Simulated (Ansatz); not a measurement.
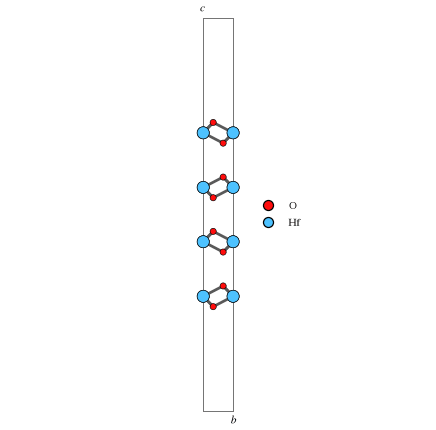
Figure: The relaxed cell of a stack of sheets

Level of theory: PBE+D3(BJ) (plane waves to 420 eV, PAW; Ansatz, a first-principles code). No spin–orbit coupling; PBE gaps are too small against experiment. Its k-point mesh 12×12×1, Fermi–Dirac width 0.01 eV. A dipole correction is on.

### Question
Which stack is drawn? Give its spacing and gap.

### Answer
Several could match; the one computed here: 4 layers of HfO2-1T, started at antiparallel, no shift (facing O atop O, which symmetry holds and which is mostly a maximum against sliding).
- gap between facing atomic planes: 3.19, 3.16, 3.19 Å
- step of the vacuum level across the stack (top less bottom): 0.00 eV
- PBE gap over the mesh and listed points off it: 4.54 eV, indirect (lowest direct gap 4.82 eV)
- valence and conduction edges under the vacuum level of the lower face: 7.71 and 3.17 eV
